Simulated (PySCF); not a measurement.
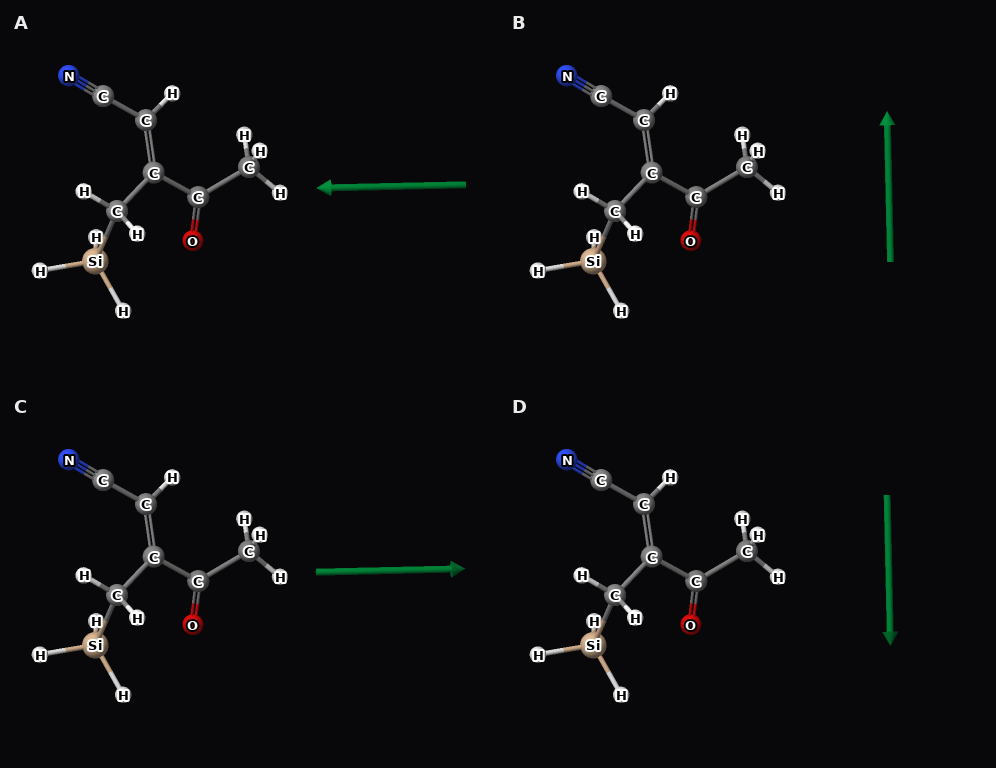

The same molecule four times, each with an arrow. Computed geometry: GFN2-xTB optimisation. No frequency run is at hand to confirm it as a minimum. Method: PBE0/pcSseg-1, gas phase (PySCF 2.14.0).

**Which arrow points along the dipole moment, from the negative to the positive end?**

C. The dipole moment is 4.03 D.

The geometry is semi-empirical. Around Si such bond lengths and angles can be off by a tenth of an ångström or more and by several degrees, and values that hang on the shape move with them.
